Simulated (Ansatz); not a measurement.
## Electronic structure of H₆OSi₂···H₂O in real space

Input

```
crystal:
  periodic: [false, false, false]
  atoms:
    - {symbol: Si, position_ang: [0.416977, 0.062322, -0.364233]}
    - {symbol: O, position_ang: [2.005389, 2.279065, -1.134786]}
    - {symbol: O, position_ang: [-0.518744, -1.224468, 0.057738]}
    - {symbol: Si, position_ang: [-1.613835, -1.847377, 1.087045]}
    - {symbol: H, position_ang: [0.012797, 0.456345, -1.735527]}
    - {symbol: H, position_ang: [1.827863, -0.377391, -0.313437]}
    - {symbol: H, position_ang: [1.943042, 2.977920, -0.479150]}
    - {symbol: H, position_ang: [0.147077, 1.154645, 0.607343]}
    - {symbol: H, position_ang: [1.647828, 2.653837, -1.943393]}
    - {symbol: H, position_ang: [-1.966642, -0.853663, 2.138535]}
    - {symbol: H, position_ang: [-1.056855, -3.061732, 1.737093]}
    - {symbol: H, position_ang: [-2.844997, -2.219500, 0.342769]}
basis:
  gaussian: {orbitals: def2-TZVPP}
hamiltonian: {xc: pbe0, dispersion: d4}
output: {orbitals: {seedname: orbitals}}
```

Command:

```sh
ansatz run in.yaml --threads 4 --pin off --events-out ev --progress --plain --max-ram 9574MiB
```

The product side of a reaction path; geometry: PBE0-D4/def2-TZVP.

Theory: RKS PBE0-D4/def2-TZVPP in Ansatz.

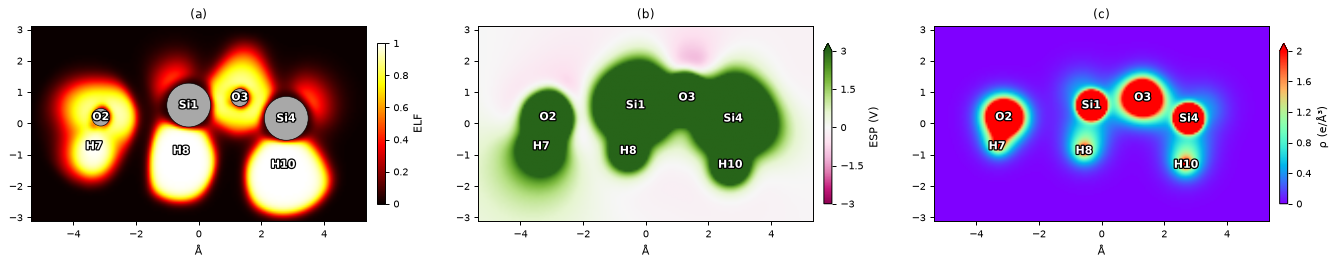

Figure 1. (a) ELF; (b) electrostatic potential; (c) total electron density on the plane of atoms O3, Si4 and H10. Grey discs cover the atomic cores in the ELF map.

What do the fields say about this system?

The section cuts through Si, O and H sites. Si1···O2 (2.83 Å): the density falls to about 0.09 e/Å³ on the way; the ELF is about 0.05 at the midpoint. Si–O (1.63 Å): ρ is about 1.2 e/Å³ halfway; the ELF peaks at about 0.85 between the atoms: a short, strongly polar bond. O–H (0.96 Å): ρ is about 3.8 e/Å³ halfway; the ELF climbs to about 1 towards the hydrogen, as it does in any bond to H (a covalent bond by its length). Si–H (1.49 Å): ρ at the midpoint is about 0.82 e/Å³; the ELF climbs to about 1 towards the hydrogen. The ELF also peaks beside O3, away from the bonds: lone-pair regions. Outside the dense part of the complex the potential is most negative (−1.1 V) near O3.

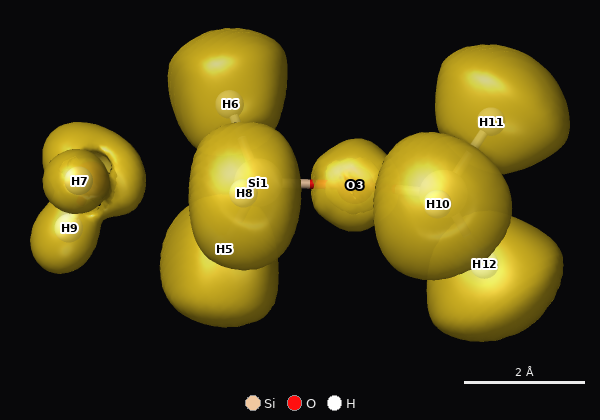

Figure 2. Isosurface of the electron localisation function at 0.8 (yellow), seen from one side. Core shells and regions of very low density are left out.

Where are the electrons localised?

The ELF exceeds this value in six regions around hydrogen nuclei, one region wrapped around O (its lone pairs, merged into a ring or cap) and one joined region spread over several atoms (H, O), in which their bonds and any lone pairs are merged.

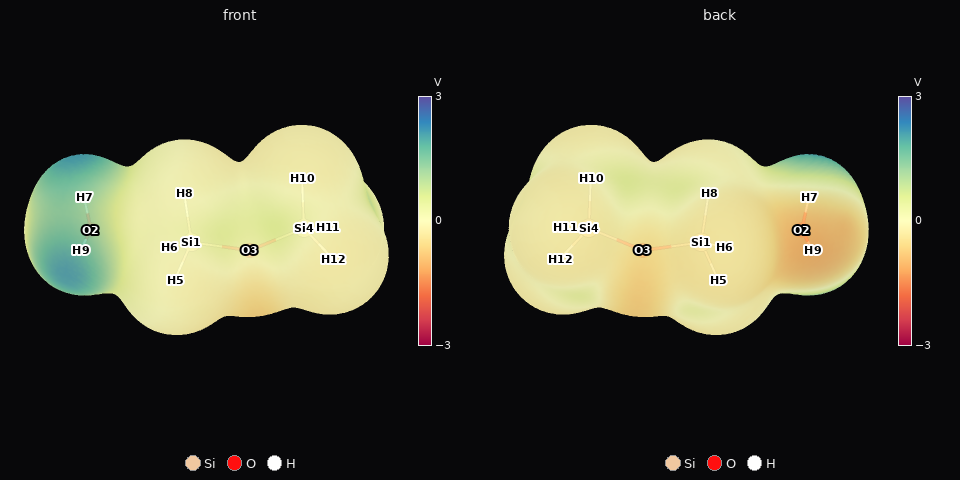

Figure 3. The molecular electrostatic potential painted on the density surface at 0.001 e/bohr³, seen from the front and from behind; red is negative and blue positive.

Where is the surface potential most negative and most positive?

The most negative region (about −1.1 V) lies over O2, the most positive (about +2.1 V) over H7 and H9. O2 is the likeliest acceptor of a hydrogen bond.

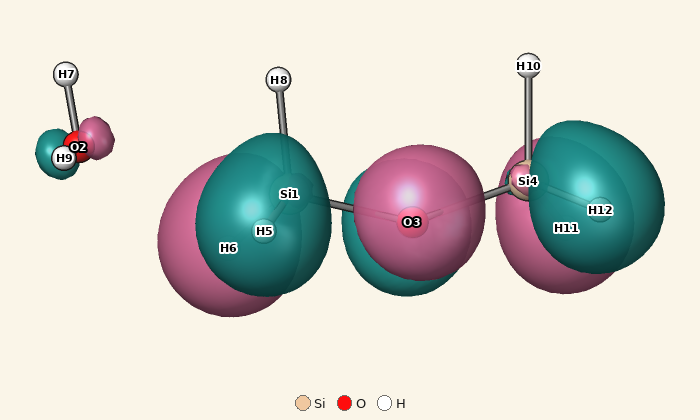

Figure 4. The HOMO at ±0.1 Å⁻³ᐟ² (teal and pink are the two phases), seen at a tilt.

Describe this orbital and give its energy.

Its weight (Hirshfeld) is mainly on O3 (about 30 %), Si1 (about 15 %), Si4 (about 15 %), H6 (about 10 %), H11 (about 10 %) and H5 (about 10 %). Its energy is −8.30 eV.
